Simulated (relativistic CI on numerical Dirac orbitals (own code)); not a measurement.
Relativistic CI calculation for Xe⁴⁺

- system: Xe⁴⁺.
- method: Dirac-Coulomb-Breit CI, KLI orbitals of one mean potential, model QED (radiative potential, 1s self-energy scaled to tabulated hydrogen-like ionisation energies), valence Slater integrals scaled by 0.85, P86 correlation energy added to each configuration (relativistic CI on numerical Dirac orbitals, in-house)

**Key numbers**

| quantity | value |
| --- | --- |
| outcome | converged |
| lowest level | 5s² 5p² ³P₀ |
| first excited level | 5s² 5p² ³P₁, 9,071 cm⁻¹ |
| levels computed | 1807 |
| SCF iterations | 11 |
| hardware | 1 thread of Arm Neoverse V2, 24 GiB of memory available, shared host |
| wall time | 1 s |

**Remarks**

Limits: configurations can be misplaced by up to about 7 % of their energy; only a limited list of configurations is included, so lower levels can be missing; only lines among the lowest 200 of 1807 levels are drawn, so those from 5s 5p² 5f are incomplete.

**The input**
```
atom Xe  Z=54  charge=4  electrons=50
nucleus A=132  rms_radius_fm=4.7859
hamiltonian dirac-coulomb  breit=on  qed=on  c_scale=1
orbitals kli  potential=mean
slater_scale 0.85
correlation p86
mixing on
configurations
  [Kr] 4d10 5s2 5p2
  [Kr] 4d10 5s 5p3
  [Kr] 4d10 5s2 5p 5d
  [Kr] 4d10 5p4
  [Kr] 4d10 5s 5p2 5d
  [Kr] 4d10 5s2 5p 5f
  [Kr] 4d10 4f 5s2 5p
  [Kr] 4d10 5s2 5p 6s
  [Kr] 4d10 5s2 5p 5g
  [Kr] 4d10 5s2 5p 6p
  [Kr] 4d10 5s 5p2 5f
  [Kr] 4d10 4f 5s2 5d
  [Kr] 4d10 5s 5p2 5g
  [Kr] 4d10 5s2 5d2
  [Kr] 4d10 5s 5d3
  [Kr] 4d10 4f2 5s2
  [Kr] 4d10 4f2 5s 5d
  [Kr] 4d10 5p2 5d2
  [Kr] 4d10 5p 5d3
  [Kr] 4d10 5p 5d2 5f
  [Kr] 4d10 4f 5p 5d2
  [Kr] 4d10 5p 5d2 6s
end
```

The run was one of a batch that the task file lists, launched with:
```bash
python <driver script> task.json out
```

The program writes its results to a structured record and prints no log; tables and figures of this report are taken from that record.

**The lowest 30 levels**

```tsv
Configuration	Level	E (eV)	LS purity (%)	Landé g	Lifetime (s; – stable or not computed)
5s² 5p²	³P₀	0	88	–	–
5s² 5p²	³P₁	1.125	98	1.501	8.4×10⁻²
5s² 5p²	[5p₁/₂ 5p₃/₂] J = 2	1.719	66	1.340	9.0×10⁻¹
5s² 5p²	[(5p₃/₂)²] J = 2	3.452	66	1.161	1.9×10⁻²
5s² 5p²	¹S₀	5.318	86	–	4.4×10⁻³
5s 5p³	⁵S°₂	11.35	95	1.976	4.7×10⁻⁸
5s 5p³	³D°₁	14.74	77	0.625	1.5×10⁻⁹
5s 5p³	³D°₂	14.81	74	1.230	2.2×10⁻⁹
5s 5p³	³D°₃	15.30	89	1.333	3.0×10⁻⁹
5s 5p³	³P°₀	16.91	91	–	7.2×10⁻¹⁰
5s 5p³	³P°₁	17.09	79	1.395	6.8×10⁻¹⁰
5s 5p³	³P°₂	17.21	56	1.372	9.7×10⁻¹⁰
5s² 5p 5d	J = 2 (odd, mixed)	18.86	41	1.066	1.2×10⁻⁹
5s² 5p 5d	³F°₂	20.44	90	0.702	9.7×10⁻¹⁰
5s 5p³	J = 1 (odd, mixed)	20.89	45	1.452	5.8×10⁻¹¹
5s² 5p 5d	³F°₃	20.93	94	1.089	7.9×10⁻¹⁰
5s² 5p 5d	³F°₄	22.03	100	1.250	3.4×10⁻²
5s 5p³	J = 1 (odd, mixed)	22.29	39	1.410	5.3×10⁻¹¹
5s² 5p 5d	[5p₁/₂ 5d₅/₂] J = 2	22.68	57	1.355	4.5×10⁻¹¹
5s² 5p 5d	J = 1 (odd, mixed)	23.07	50	0.946	3.6×10⁻¹¹
5s² 5p 5d	³P°₀	23.98	90	–	4.5×10⁻¹¹
5s² 5p 5d	[5p₃/₂ 5d₃/₂] J = 2	24.19	51	1.105	3.3×10⁻¹¹
5s² 5p 5d	³D°₃	24.19	78	1.295	3.4×10⁻¹¹
5s² 5p 5d	[5p₃/₂ 5d₃/₂] J = 1	24.23	59	1.194	4.0×10⁻¹¹
5s² 5p 4f	[5p₁/₂ 4f₅/₂] J = 3	24.50	50	0.879	7.3×10⁻⁹
5s² 5p 5d	[5p₃/₂ 5d₅/₂] J = 2	24.65	28	1.197	4.1×10⁻¹¹
5s² 5p 4f	[5p₁/₂ 4f₇/₂] J = 3	24.77	49	1.083	3.8×10⁻⁹
5s² 5p 4f	[5p₁/₂ 4f₇/₂] J = 4	24.91	48	1.132	6.0×10⁻⁹
5s² 5p 4f	³F₂	25.00	80	0.742	3.2×10⁻⁹
5s² 5p 6s	³P°₀	25.28	99	–	1.4×10⁻¹⁰
```

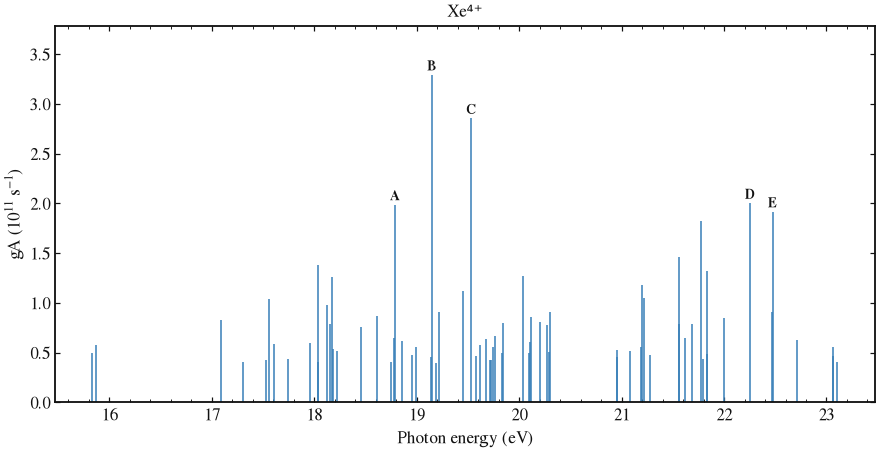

The stronger electric dipole lines (weighted rates gA) for Xe⁴⁺. A: 5s² 4f 5d ³H°₆ → 5s² 5p 4f ³G₅, 18.79 eV, gA = 2.0×10¹¹ s⁻¹; B: 5s² 5d² ¹G₄ → 5s² 5p 5d ¹F°₃, 19.15 eV, gA = 3.3×10¹¹ s⁻¹; C: 5s² 5d² ³F₄ → 5s² 5p 5d ³D°₃, 19.53 eV, gA = 2.9×10¹¹ s⁻¹; D: 5s² 5p 5d ¹F°₃ → 5s² 5p² [(5p₃/₂)²] J = 2, 22.26 eV, gA = 2.0×10¹¹ s⁻¹; E: 5s² 5p 5d ³D°₃ → 5s² 5p² [5p₁/₂ 5p₃/₂] J = 2, 22.48 eV, gA = 1.9×10¹¹ s⁻¹. The strongest, B, lies in the extreme ultraviolet region.

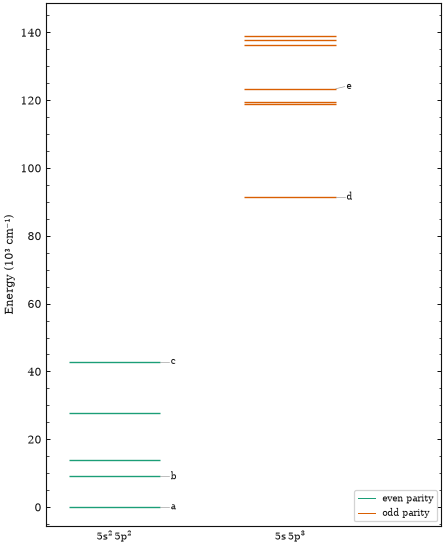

The lowest levels of Xe⁴⁺, with 5 of them lettered. a: 5s² 5p² ³P₀ at 0; b: 5s² 5p² ³P₁ at 9,071 cm⁻¹; c: 5s² 5p² ¹S₀ at 42,890 cm⁻¹; d: 5s 5p³ ⁵S°₂ at 91,550 cm⁻¹; e: 5s 5p³ ³D°₃ at 123,400 cm⁻¹.
